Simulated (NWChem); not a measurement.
# H3NO (hydroxylamine) at N12/aug-pcseg-1

Aim: the electrostatic solvation energy at fixed shape (COSMO, carbon tetrachloride) of H3NO (hydroxylamine) at N12/aug-pcseg-1, from 2 runs. 

Program for the calculation: NWChem 7.3.0.

3 further runs of the same task are left out: 1 that didn't finish, 2 set aside as unsound or not needed.

## Step 1: The molecule

H3NO has 5 atoms, charge 0, and is taken as a singlet. As SMILES, `NO`. The shape is that of a GFN2-xTB optimisation. This is one conformer, not always the lowest.

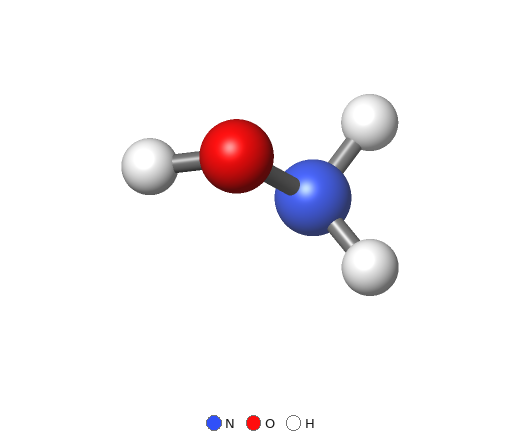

Viewed from a chosen angle; nitrogen blue, oxygen red, hydrogen white.

## Step 2: Energy and gradient at N12/aug-pcseg-1

File job.nw:

```
start job
title "hydroxylamine"
memory stack 880 mb heap 220 mb global 1100 mb
charge 0
geometry noautosym nocenter
  zmatrix
    N
    O 1 1.431762
    H 1 1.019648 2 105.63274
    H 1 1.019658 3 107.37058 2 -112.28879
    H 2 0.966495 1 105.03378 3 122.47577
  end
end
basis spherical
  * library aug-pcseg-1
end
dft
  xc n12
  grid medium
  convergence energy 1e-06
  direct
  mulliken
  print low
end
task dft gradient
```

On the command line:

```console
$ nwchem job.nw > job.out
```

Output:

```text
[...]
 d= 0,ls=0.0,diis     1   -131.5974893399 -1.71D+02  1.44D-02  3.70D-01     0.5
[...]
 d= 0,ls=0.0,diis     7   -131.6346288215 -1.93D-07  5.44D-06  9.71D-08     3.0
         Total DFT energy =     -131.634628821538
      One electron energy =     -257.893299490349
           Coulomb energy =      103.507513998136
    Exchange-Corr. energy =      -16.550797229715
 Nuclear repulsion energy =       39.301953900390
[...]
      Total Density - Mulliken Population Analysis
     ---------------------------------------------
    Atom       Charge   Shell Charges
 -----------   ------   -------------------------------------------------------
    1 N    7     7.20   1.99  0.87  0.60  0.18  2.45  1.01  0.07  0.04 -0.03
    2 O    8     8.70   1.99  0.92  0.90  0.15  2.98  1.58  0.12  0.02  0.03
    3 H    1     0.72   0.76 -0.06 -0.01  0.03  0.01
    4 H    1     0.72   0.76 -0.06 -0.01  0.03  0.01
    5 H    1     0.66   0.72 -0.10 -0.01  0.05  0.00
[...]
                         DFT ENERGY GRADIENTS
    atom               coordinates                        gradient
                 x          y          z           x          y          z
   1 N       0.000000   0.000000   0.000000    0.001778  -0.002651  -0.002313
   2 O       0.000000   0.000000   2.705638    0.001020  -0.001903   0.003711
   3 H       1.855579   0.000000  -0.519230    0.004996   0.001833  -0.004158
   4 H      -0.741941  -1.701594  -0.516667   -0.003636  -0.003999  -0.004151
   5 H      -0.947113   1.488057   3.179388   -0.004157   0.006722   0.006911
 Task  times  cpu:        4.5s     wall:        4.5s
 Total times  cpu:        4.5s     wall:        4.5s
```

Run time: 5.1 s. Hardware: 1 thread of Intel Xeon 6975P-C (Granite Rapids), shared host; peak memory 0.11 GiB.

## Step 3: Energy and gradient at N12/aug-pcseg-1 (COSMO carbon tetrachloride)

File nw.nw:

```
start nw
title "hydroxylamine"
memory total 2200 mb

geometry units angstroms noautosym nocenter noautoz
 N    -0.178910   -0.366440   -0.312920
 O     0.371730    0.674250    0.501760
 H    -0.161770   -1.206140    0.265260
 H    -1.156690   -0.114310   -0.454620
 H     1.125640    1.012630    0.000530
end

basis "ao basis" spherical
 * library aug-pcseg-1
end

cosmo
 dielec 2.228
end

dft
 xc n12
 mult 1
 grid medium
 convergence energy 1e-06
 direct
 mulliken
 print medium
end

task dft gradient
```

On the command line:

```console
$ nwchem nw.nw > nw.out
```

Output:

```text
[...]
          Wavefunction type:  closed shell.
          No. of atoms     :     5
          No. of electrons :    18
[...]
          Charge           :     0
          Spin multiplicity:     1
[...]
          AO basis - number of functions:    73
[...]
              XC Information
              --------------
                          N12 Method XC Functional
                           N12 Exchange Functional  1.000
                         N12 Correlation Potential  1.000
[...]
 d= 0,ls=0.0,diis     1   -131.5974894526 -1.71D+02  1.44D-02  3.70D-01     0.6
[...]
 d= 0,ls=0.0,diis     6   -131.6402188716 -2.48D-07  1.04D-06  8.86D-09     5.6
         Total DFT energy =     -131.640218871589
      One electron energy =     -257.986576118557
           Coulomb energy =      103.541279547125
    Exchange-Corr. energy =      -16.551609705229
 Nuclear repulsion energy =       39.301946888553
             COSMO energy =        0.054740516519
[...]
      Total Density - Mulliken Population Analysis
     ---------------------------------------------
    Atom       Charge   Shell Charges
 -----------   ------   -------------------------------------------------------
    1 N    7     7.22   1.99  0.87  0.61  0.18  2.46  1.02  0.08  0.04 -0.03
    2 O    8     8.72   1.99  0.92  0.90  0.15  2.99  1.59  0.13  0.02  0.03
    3 H    1     0.71   0.76 -0.07 -0.01  0.03  0.00
    4 H    1     0.71   0.76 -0.07 -0.01  0.03  0.01
    5 H    1     0.64   0.71 -0.10 -0.01  0.05  0.00
[...]
  wavefunction    = closed shell
                         DFT ENERGY GRADIENTS
    atom               coordinates                        gradient
                 x          y          z           x          y          z
   1 N      -0.338091  -0.692471  -0.591333   -0.002434  -0.001592   0.001052
   2 O       0.702468   1.274148   0.948189   -0.000704   0.001939   0.003414
   3 H      -0.305701  -2.279274   0.501269    0.001051  -0.006383   0.000911
   4 H      -2.185827  -0.216015  -0.859107   -0.005425   0.000618  -0.003687
   5 H       2.127151   1.913593   0.001002    0.007512   0.005418  -0.001690
[...]
```

It took 7.8 s on 1 thread of Intel Xeon 6975P-C (Granite Rapids), shared host; peak memory 0.11 GiB.

## Step 4: Results

Level: N12/aug-pcseg-1.

| quantity | value |
| --- | --- |
| gas phase: total energy | -131.63463 Eh |
| gas phase: largest force on an atom | 0.540 eV/Å |
| COSMO, carbon tetrachloride: total energy | -131.64022 Eh |
| COSMO, carbon tetrachloride: dipole moment | 0.65 D |
| COSMO, carbon tetrachloride: HOMO energy | -5.99 eV |
| COSMO, carbon tetrachloride: LUMO energy | -1.07 eV |
| COSMO, carbon tetrachloride: HOMO–LUMO gap | 4.92 eV |
| COSMO, carbon tetrachloride: solvent term in the energy | -14.7 kJ/mol |
| COSMO, carbon tetrachloride: largest force on an atom | 0.484 eV/Å |
| energy change from gas to solvent at fixed shape | -0.152 eV |

In words: The solvent model (COSMO, carbon tetrachloride) lowers the energy by 0.15 eV (−14.7 kJ/mol) at the same shape. It holds the electrostatic part alone, without cavity or dispersion terms. The largest force (COSMO, carbon tetrachloride) is 0.48 eV/Å: the shape isn't a stationary point for this species at this level. The largest force (gas phase) is 0.54 eV/Å: the shape isn't a stationary point for this species at this level.
